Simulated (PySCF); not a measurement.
System: C₇H₁₁O (doublet).

```yaml
atoms:
  - { symbol: C, position_ang: [-2.2225, 1.5463, 0.7461] }
  - { symbol: C, position_ang: [-1.3753, 1.1059, -0.1810] }
  - { symbol: C, position_ang: [-0.4494, -0.0136, -0.0427] }
  - { symbol: C, position_ang: [-0.5669, -0.8637, 1.1957] }
  - { symbol: C, position_ang: [0.0968, -0.6399, -1.2898] }
  - { symbol: C, position_ang: [1.0252, 0.3005, -0.5769] }
  - { symbol: C, position_ang: [2.1972, -0.1322, 0.1032] }
  - { symbol: O, position_ang: [2.3550, -1.4576, 0.4486] }
  - { symbol: H, position_ang: [-2.8641, 2.3896, 0.5582] }
  - { symbol: H, position_ang: [-2.3140, 1.0875, 1.7144] }
  - { symbol: H, position_ang: [-1.3350, 1.6174, -1.1358] }
  - { symbol: H, position_ang: [-0.3932, -0.2689, 2.0912] }
  - { symbol: H, position_ang: [-1.5657, -1.2948, 1.2537] }
  - { symbol: H, position_ang: [0.1586, -1.6705, 1.1699] }
  - { symbol: H, position_ang: [0.3498, -1.6880, -1.2413] }
  - { symbol: H, position_ang: [-0.3009, -0.3222, -2.2427] }
  - { symbol: H, position_ang: [1.1141, 1.3036, -0.9752] }
  - { symbol: H, position_ang: [2.9046, 0.5804, 0.4927] }
  - { symbol: H, position_ang: [3.1758, -1.5706, 0.9346] }
```

Geometry: GFN2-xTB.

Method: UKS B3LYP, pcH-1 on C H O, non-relativistic, mean-field spin-orbit, GIAO (PySCF 2.14.0, density-fitted response routines).

Predict the electron density, electron localisation function and spin density between the atoms.

Answer. C–C (1.33 Å): the density is about 2.3 e/Å³ at the midpoint; the ELF peaks at about 0.90 between the atoms (a multiple bond).
C–C (1.51 Å): ρ is about 1.7 e/Å³ halfway; the ELF peaks at about 0.95 between the atoms, as expected for a shared electron pair.
C–H (1.08 Å): ρ is about 1.9 e/Å³ halfway; the ELF is about 1 at the midpoint (a covalent bond by its length).
The unpaired spin (1 electron) lies mostly on C7 (about 0.6), O8 (about 0.1) and C3 (about 0.1), in electrons by Hirshfeld's partition.

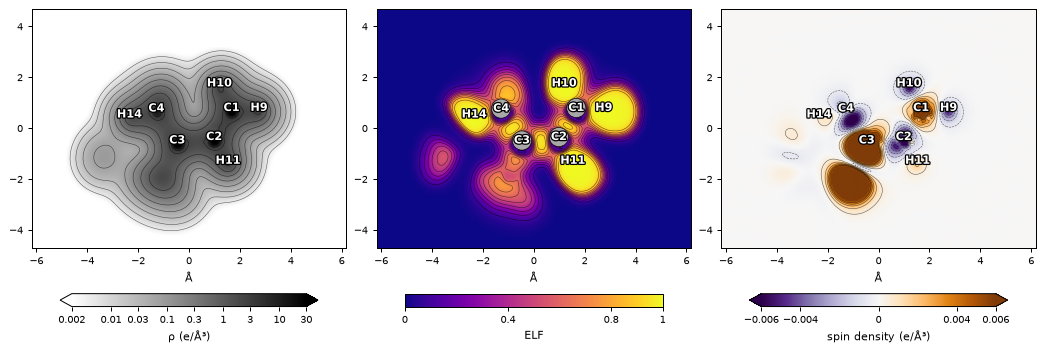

Computed electron density, electron localisation function and spin density on the plane of atoms C2, C1 and H9, in this order. Grey discs cover the atomic cores in the ELF map. 
